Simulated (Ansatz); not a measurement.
# Convergence series on Sb2Pt (Pa-3, 12 atoms in the cell)

```xyz
12
Lattice="6.5648 0.0000 0.0000 0.0000 6.5648 0.0000 0.0000 0.0000 6.5648" Properties=species:S:1:pos:R:3 pbc="T T T"
Sb     2.4634     0.8190     5.7458
Sb     4.1013     5.7458     0.8190
Sb     0.8190     5.7458     2.4634
Sb     5.7458     0.8190     4.1013
Sb     5.7458     2.4634     0.8190
Sb     0.8190     4.1013     5.7458
Sb     4.1013     4.1013     4.1013
Sb     2.4634     2.4634     2.4634
Pt     0.0000     3.2824     3.2824
Pt     3.2824     3.2824     0.0000
Pt     3.2824     0.0000     3.2824
Pt     0.0000     0.0000     0.0000
```

Method: PBE, PAW files (plane waves; Ansatz, a quantum-chemistry and plane-wave program).

The starting cell comes from a database of computed structures (which also holds hypothetical and non-ambient phases and stackings), without a prior relaxation at this level. Its lattice was rescaled by a random factor within 2.5 % of one. Spin polarisation is off. Ansatz's pressure includes its estimate of the finite-basis (Pulay) stress.

Held fixed: kpoints.mp_grid.grid = 5 5 5; hamiltonian.xc = pbe; hamiltonian.pseudopotentials = {kind: paw} (the program's default PAW files); scf.occupations.method = cold; scf.occupations.width = 0.136 eV.

ΔF is the free energy per atom less that of the last row (840 eV).

The first pressure column holds Ansatz's estimate of the finite-basis (Pulay) stress, which hides part of the cutoff error; the other is without it.

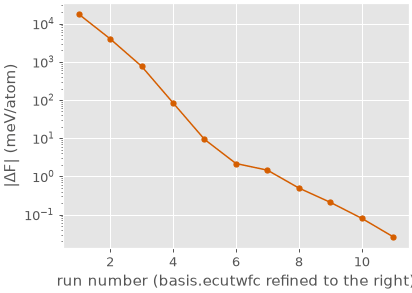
Size of the energy error against the last run of the series; values under 0.01 meV/atom are drawn at 0.01.

| basis.ecutwfc | ΔF (meV/atom) | pressure (GPa) | largest force (eV/Å) | pressure at a fixed set of plane waves (GPa) | plane waves |
|---|---|---|---|---|---|
| 170 eV | 17808.5 | -4.85 | 0.771 | -511.37 | 1365 |
| 210 eV | 4011.9 | -3.80 | 0.235 | -150.11 | 1935 |
| 250 eV | 766.3 | 0.76 | 0.057 | -37.95 | 2517 |
| 295 eV | 84.4 | -0.33 | 0.087 | -6.33 | 3239 |
| 335 eV | 9.3 | -0.54 | 0.071 | -1.29 | 3887 |
| 380 eV | 2.2 | -0.56 | 0.070 | -0.60 | 4729 |
| 420 eV | 1.46 | -0.57 | 0.071 | -0.60 | 5497 |
| 485 eV | 0.49 | -0.57 | 0.071 | -0.59 | 6859 |
| 545 eV | 0.21 | -0.58 | 0.071 | -0.58 | 8217 |
| 630 eV | 0.08 | -0.58 | 0.071 | -0.58 | 10131 |
| 735 eV | 0.03 | -0.58 | 0.071 | -0.58 | 12893 |
| 840 eV | 0.00 | -0.58 | 0.071 | -0.58 | 15515 |

Energy within 5 meV/atom of the last row: from basis.ecutwfc = 380 eV on; the one before it is off by 9.3 meV/atom.

Largest force within 0.01 eV/Å of the last row: from basis.ecutwfc = 335 eV on; the one before it is off by 0.016 eV/Å. The value it settles on is 0.071 eV/Å at this level of theory and with the other settings as held.

Keys are those of Ansatz 0.2.
